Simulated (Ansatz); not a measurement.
CH₆OSn: geometry relaxation

System: CH₆OSn.
Method: RKS r2SCAN/def2-SVP (Ansatz 0.2.0).

It belongs to a series of runs on one base structure; here: start relaxed. Figures and captions count atoms from 1; the log counts them from 0 in places.

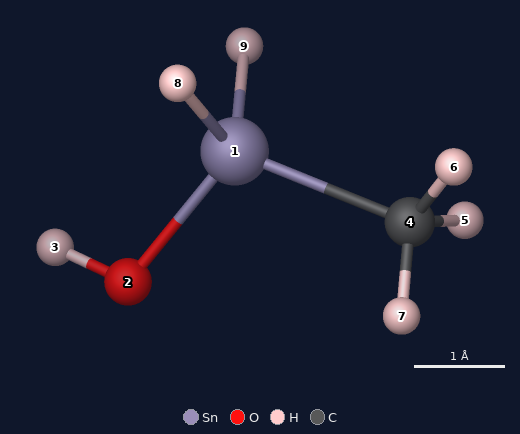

*The structure as given in the input (ball-and-stick view, seen at a tilt; atoms are numbered from 1 in the order of the input). Sticks mark near contacts.*

Bond lengths as drawn: C–H 1.11 Å, C–Sn 2.15 Å, H–O 1.01 Å, H–Sn 1.74 Å and O–Sn 1.96 Å.

Input:
```yaml
crystal:
  periodic: [false, false, false]
  atoms:
    - { symbol: Sn, position_ang: [0.0, 0.0, 0.0] }
    - { symbol: O, position_ang: [0.0, 0.0, 1.96] }
    - { symbol: H, position_ang: [-0.9095, -0.2814, 2.2971] }
    - { symbol: C, position_ang: [2.0274, 0.0, -0.716] }
    - { symbol: H, position_ang: [2.3751, -1.0463, -0.8441] }
    - { symbol: H, position_ang: [2.076, 0.5276, -1.6913] }
    - { symbol: H, position_ang: [2.6794, 0.5187, 0.0175] }
    - { symbol: H, position_ang: [-0.8195, 1.4198, -0.5794] }
    - { symbol: H, position_ang: [-0.8195, -1.4198, -0.5794] }
basis:
  gaussian: { orbitals: def2-SVP }
hamiltonian:
  xc: r2scan
relax:
  f_tol: 0.02
  max_steps: 40
output:
  orbitals: {}
```

Hardware: 2 threads of Arm Neoverse V2, 24 GiB of memory available, shared host.

Launched with:
```bash
ansatz run input.yaml --threads 2 --pin off --max-ram 3072MiB --backend cpu --events-out ev --progress --plain --runs-dir out
```

The program's output:
```
The last accepted step is kept in [file] (removed where the run ends without a failure and the disk answers)
Engine: ansatz 0.2.0, aarch64-unknown-linux-gnu
Functional definition: r2SCAN
  parameter k0 = 0.174
  parameter k1 = 0.065
  parameter a1 = 4.9479
  exchange = r2scan_x(k0 = k0, k1 = k1, a1 = a1)
  correlation = r2scan_c
940 factors; their error is unknown
mean field evaluation 1: about -9000.6278 eV, gradient 6.9e1 eV
mean field evaluation 2: about -8958.0853 eV, gradient 1.5e2 eV
mean field evaluation 4: about -9010.4645 eV, gradient 1.2e1 eV
mean field evaluation 8: about -9010.8168 eV, gradient 1.4e-1 eV
mean field evaluation 16: about -9010.7961 eV, gradient 6.1e-5 eV
mean field -9010.79614719 eV, -331.1406506723 hartree, gradient 6.1e-5 eV, S^2 0.000000; 0 other end points of the search recorded, 0 dependent functions left out
the calculation of the forces begins
reference -9010.79615851 eV, -331.1406510884 hartree; 21, 21 occupied and 63, 63 virtual orbitals, 940 factors
relax step   1: F+E_penalty+E_count = -9010.79614719 eV  Δ(F+E_penalty+E_count) = +0.000e0 eV  max|allowed force component| = 1.746e0 eV/Å  Δτ_max = 0.0000 Å  (26 SCF iters, accepted)
these checks for a lower state are left out or cut short: starts, cluster_reference, orbital_swaps, neighbouring_geometries, increment
940 factors; their error is unknown
mean field -9010.87462462 eV, -331.1435346646 hartree, gradient 2.3e-5 eV, S^2 0.000000; 0 other end points of the search recorded, 0 dependent functions left out
the calculation of the forces begins
reference -9010.87463601 eV, -331.1435350831 hartree; 21, 21 occupied and 63, 63 virtual orbitals, 940 factors
relax step   2: F+E_penalty+E_count = -9010.87462462 eV  Δ(F+E_penalty+E_count) = -7.848e-2 eV  max|allowed force component| = 6.095e-1 eV/Å  Δτ_max = 0.1100 Å  (28 SCF iters, accepted)
these checks for a lower state are left out or cut short: starts, cluster_reference, orbital_swaps, neighbouring_geometries, increment
940 factors; their error is unknown
mean field -9010.89713066 eV, -331.1443617462 hartree, gradient 2.0e-5 eV, S^2 0.000000; 0 other end points of the search recorded, 0 dependent functions left out
the calculation of the forces begins
reference -9010.89714204 eV, -331.1443621647 hartree; 21, 21 occupied and 63, 63 virtual orbitals, 940 factors
relax step   3: F+E_penalty+E_count = -9010.89713066 eV  Δ(F+E_penalty+E_count) = -2.251e-2 eV  max|allowed force component| = 1.323e-1 eV/Å  Δτ_max = 0.0955 Å  (28 SCF iters, accepted)
these checks for a lower state are left out or cut short: starts, cluster_reference, orbital_swaps, neighbouring_geometries, increment
940 factors; their error is unknown
mean field evaluation 32: about -9010.9144 eV, gradient 1.4e0 eV
mean field -9010.89927054 eV, -331.1444403853 hartree, gradient 1.4e-5 eV, S^2 0.000000; 0 other end points of the search recorded, 0 dependent functions left out
the calculation of the forces begins
reference -9010.89928191 eV, -331.1444408035 hartree; 21, 21 occupied and 63, 63 virtual orbitals, 940 factors
relax step   4: F+E_penalty+E_count = -9010.89927054 eV  Δ(F+E_penalty+E_count) = -2.140e-3 eV  max|allowed force component| = 7.718e-2 eV/Å  Δτ_max = 0.0243 Å  (28 SCF iters, accepted)
these checks for a lower state are left out or cut short: starts, cluster_reference, orbital_swaps, neighbouring_geometries, increment
940 factors; their error is unknown
mean field -9010.90009051 eV, -331.1444705189 hartree, gradient 1.9e-5 eV, S^2 0.000000; 0 other end points of the search recorded, 0 dependent functions left out
the calculation of the forces begins
reference -9010.90010189 eV, -331.1444709369 hartree; 21, 21 occupied and 63, 63 virtual orbitals, 940 factors
relax step   5: F+E_penalty+E_count = -9010.90009051 eV  Δ(F+E_penalty+E_count) = -8.200e-4 eV  max|allowed force component| = 1.907e-2 eV/Å  Δτ_max = 0.0369 Å  (28 SCF iters, accepted)
```

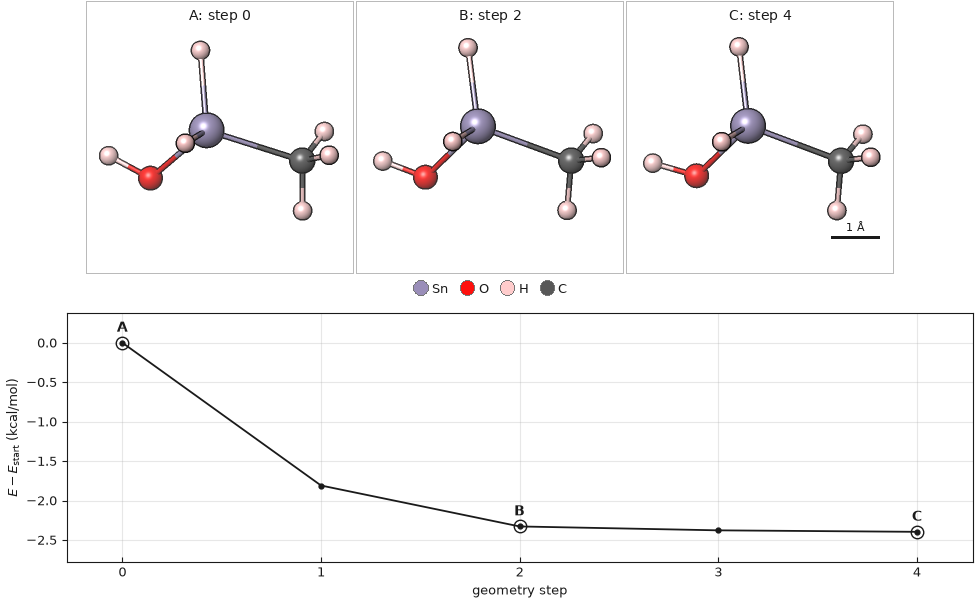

*Frames of the relaxation (ball-and-stick view, seen at a tilt) above the curves, on which the letters mark them (the first geometry is step 0 here and step 1 in the log).*

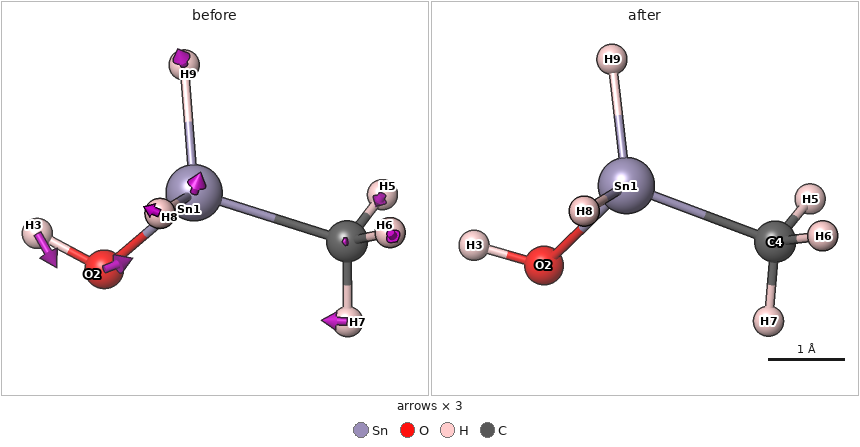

*Before (left) and after (right) the relaxation, at one scale (ball-and-stick view, seen at a tilt). The pink arrows give the displacements, magnified 3 times.*

The energy falls by 2.40 kcal/mol in 4 geometry steps. Largest force component: 1.7 eV/Å at the start, 0.019 eV/Å at the end. H3 moves most after the best rigid fit: 0.18 Å. Largest moves by element: H 0.18 Å, O 0.15 Å, Sn 0.12 Å, C 0.03 Å. Distances before and after: O2–H3 1.010 → 0.966 Å, Sn1–O2 1.960 → 2.000 Å, Sn1–H8 1.739 → 1.724 Å, C4–H5 1.110 → 1.099 Å. Among the angles that change: O2–Sn1–C4 109.5° → 101.8°, C4–Sn1–H9 109.5° → 113.7°, C4–Sn1–H8 109.5° → 113.2°. (Atoms are counted from 1 in the order of the input.)

```
940 factors; their error is unknown
mean field -9010.90009051 eV, -331.1444705189 hartree, gradient 1.9e-5 eV, S^2 0.000000; 1 other end points of the search recorded, 0 dependent functions left out
the calculation of the forces begins
reference -9010.90010189 eV, -331.1444709369 hartree; 21, 21 occupied and 63, 63 virtual orbitals, 940 factors
Total energy: -9010.90010189 eV, -331.1444709369 hartree
Atom 0 at    -0.046888    -0.024019    -0.105774 Å, force    -0.003574     0.002770    -0.016695 eV/Å
Atom 1 at     0.097185    -0.089114     1.887669 Å, force     0.019068     0.000032     0.011364 eV/Å
Atom 2 at    -0.767335    -0.168223     2.311912 Å, force    -0.012574     0.001111     0.006636 eV/Å
Atom 3 at     2.013050    -0.002183    -0.693013 Å, force    -0.012561     0.002599     0.007463 eV/Å
Atom 4 at     2.391444    -1.030720    -0.774821 Å, force     0.003381     0.005968     0.000721 eV/Å
Atom 5 at     2.144450     0.512449    -1.655441 Å, force     0.000542    -0.004368     0.003662 eV/Å
Atom 6 at     2.579528     0.529538     0.085425 Å, force     0.000520    -0.004378    -0.006817 eV/Å
Atom 7 at    -0.895478     1.409067    -0.549983 Å, force     0.003898    -0.000255     0.000134 eV/Å
Atom 8 at    -0.906556    -1.418195    -0.641574 Å, force     0.001299    -0.003479    -0.006468 eV/Å
Dipole moment:    -0.123167    -0.013347    -0.255299 e Å
```

Trajectory as extended XYZ (Å, eV, eV/Å), 5 frames, from step=1 to step=5:
```
9
Properties=species:S:1:pos:R:3:forces:R:3 step=1 energy=-9010.79615
Sn    0.0000    0.0000    0.0000   -0.1719   0.0279  -1.4069
O     0.0000    0.0000    1.9600   -1.6646  -0.5653   1.4688
H    -0.9095   -0.2814    2.2971    1.7458   0.5482  -0.5600
C     2.0274    0.0000   -0.7160    0.2725  -0.0334   0.1343
H     2.3751   -1.0463   -0.8441   -0.0687   0.3599   0.0482
H     2.0760    0.5276   -1.6913   -0.0214  -0.1611   0.3162
H     2.6794    0.5187    0.0175   -0.1452  -0.1672  -0.2685
H    -0.8195    1.4198   -0.5794    0.0337  -0.1227   0.1380
H    -0.8195   -1.4198   -0.5794    0.0198   0.1136   0.1299
9
Properties=species:S:1:pos:R:3:forces:R:3 step=2 energy=-9010.87463
Sn   -0.0369   -0.0063   -0.1034    0.0922  -0.0039   0.2590
O     0.0508   -0.0199    1.8950   -0.5797  -0.1924   0.3306
H    -0.8159   -0.2591    2.2864    0.6095   0.1847  -0.2625
C     2.0354   -0.0035   -0.6803   -0.0470   0.0080  -0.2224
H     2.4036   -1.0354   -0.7990   -0.0670   0.0840   0.0120
H     2.0992    0.5156   -1.6504    0.1371  -0.0591   0.0366
H     2.6721    0.5225    0.0496   -0.2156  -0.0204   0.0229
H    -0.8898    1.4196   -0.5567    0.0350  -0.0022  -0.0868
H    -0.9091   -1.4149   -0.5768    0.0355   0.0013  -0.0894
9
Properties=species:S:1:pos:R:3:forces:R:3 step=3 energy=-9010.89713
Sn   -0.0464   -0.0127   -0.1027    0.0230  -0.0127   0.1323
O     0.0833   -0.0456    1.9022   -0.0735  -0.0196  -0.1158
H    -0.7753   -0.2270    2.3128    0.0954   0.0315  -0.0565
C     2.0125   -0.0017   -0.6992    0.0777   0.0779  -0.0177
H     2.3861   -1.0314   -0.7910   -0.0082   0.0048   0.0220
H     2.1577    0.5200   -1.6602   -0.0611  -0.0435   0.1185
H     2.5840    0.5196    0.0862   -0.0295  -0.0448  -0.0666
H    -0.8855    1.4134   -0.5756   -0.0172   0.0208  -0.0001
H    -0.9070   -1.4160   -0.6081   -0.0066  -0.0143  -0.0162
9
Properties=species:S:1:pos:R:3:forces:R:3 step=4 energy=-9010.89927
Sn   -0.0486   -0.0172   -0.1045    0.0232  -0.0115   0.0319
O     0.0955   -0.0562    1.8932   -0.0772  -0.0140  -0.0246
H    -0.7664   -0.2049    2.3080    0.0638   0.0202  -0.0117
C     2.0106   -0.0026   -0.6922    0.0283   0.0197  -0.0243
H     2.3856   -1.0309   -0.7911   -0.0071  -0.0002   0.0114
H     2.1461    0.5247   -1.6479   -0.0093  -0.0080   0.0212
H     2.5833    0.5150    0.0918   -0.0132  -0.0098  -0.0083
H    -0.8896    1.4112   -0.5747   -0.0075   0.0002   0.0090
H    -0.9072   -1.4205   -0.6184   -0.0010   0.0033  -0.0048
9
Properties=species:S:1:pos:R:3:forces:R:3 step=5 energy=-9010.90009
Sn   -0.0469   -0.0240   -0.1058   -0.0036   0.0028  -0.0167
O     0.0972   -0.0891    1.8877    0.0191   0.0000   0.0114
H    -0.7673   -0.1682    2.3119   -0.0126   0.0011   0.0066
C     2.0130   -0.0022   -0.6930   -0.0126   0.0026   0.0075
H     2.3914   -1.0307   -0.7748    0.0034   0.0060   0.0007
H     2.1444    0.5124   -1.6554    0.0005  -0.0044   0.0037
H     2.5795    0.5295    0.0854    0.0005  -0.0044  -0.0068
H    -0.8955    1.4091   -0.5500    0.0039  -0.0003   0.0001
H    -0.9066   -1.4182   -0.6416    0.0013  -0.0035  -0.0065
```

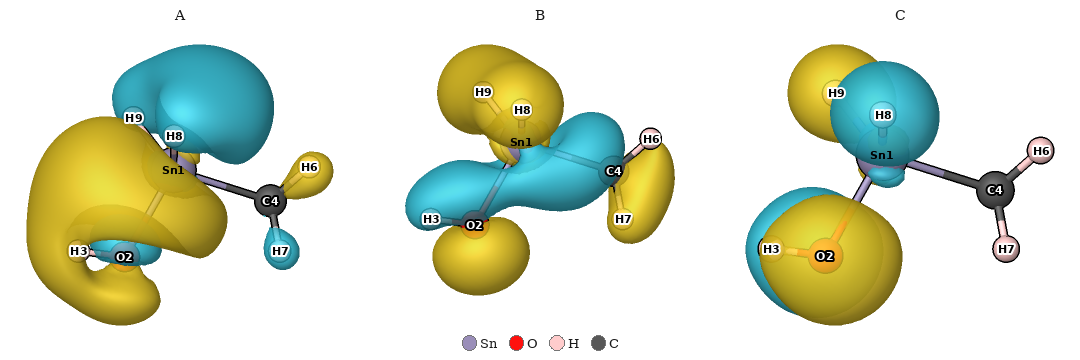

*Three frontier orbitals at ±0.08 Å⁻³ᐟ² (yellow and cyan are the two phases).*

B is the HOMO−1 (−7.32 eV). It lies mainly on O2 (40 %), Sn1 (20 %), C4 (15 %) and H9 (10 %). C is the HOMO (−6.46 eV). A is the LUMO (−0.34 eV). Its weight (Hirshfeld) is mainly on Sn1 (55 %) and O2 (20 %). The HOMO–LUMO gap is 6.12 eV between the orbital energies.

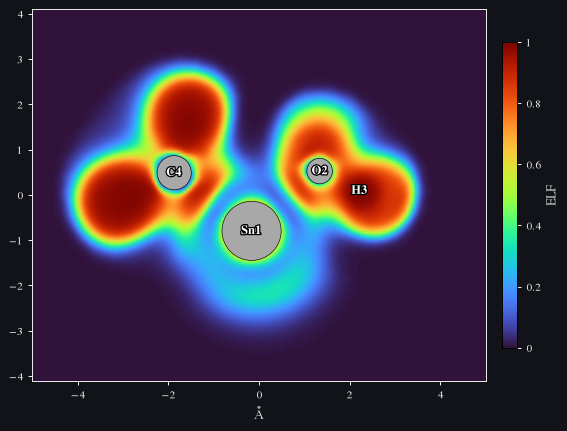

*ELF on the plane of atoms Sn1, O2 and H3. Grey discs, where drawn, cover atomic cores.*

The section cuts through Sn, O, H and C sites. Sn–O (2.00 Å): the ELF peaks at about 0.85 in the valence shell of O, 0.5 Å from its nucleus, and drops to about 0.15 between the two atoms. C–Sn (2.14 Å): the ELF peaks at about 0.90 in the valence shell of C, 0.7 Å from its nucleus, and drops to about 0.20 between the two atoms.

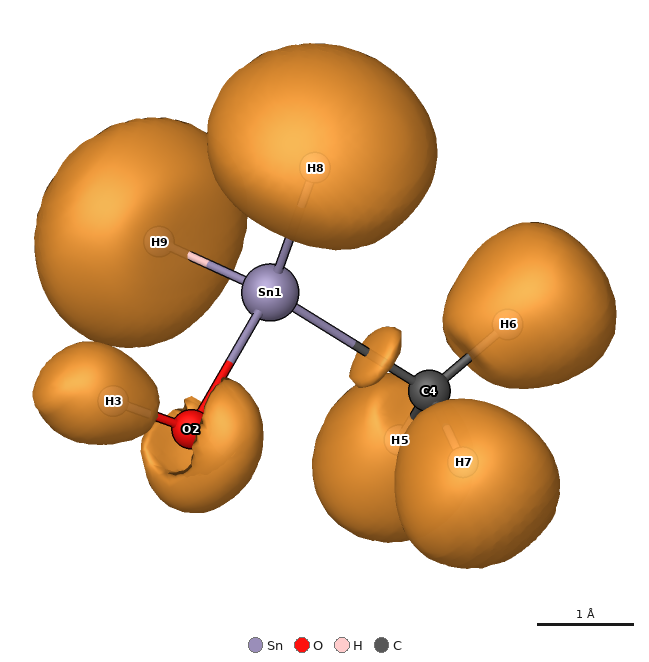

*Isosurface of the ELF at 0.85 (orange), seen at a tilt. Only the valence region is drawn (cores and ρ < 0.01 e/Å³ removed).*

Values along the shortest contacts: Sn–O (2.00 Å): the ELF peaks at about 0.85 in the valence shell of O, 0.5 Å from its nucleus, and drops to about 0.15 between the two atoms. C–Sn (2.14 Å): the ELF peaks at about 0.90 in the valence shell of C, 0.7 Å from its nucleus, and drops to about 0.20 between the two atoms.

Results in brief:

```csv
quantity,value
outcome,converged
total energy,−9010.9001 eV
mean-field energy,−9010.9001 eV
largest force (length of the vector) at the end,0.022 eV/Å
wall time,15 s (CPU time 29 s)
peak memory,0.14 GiB
```
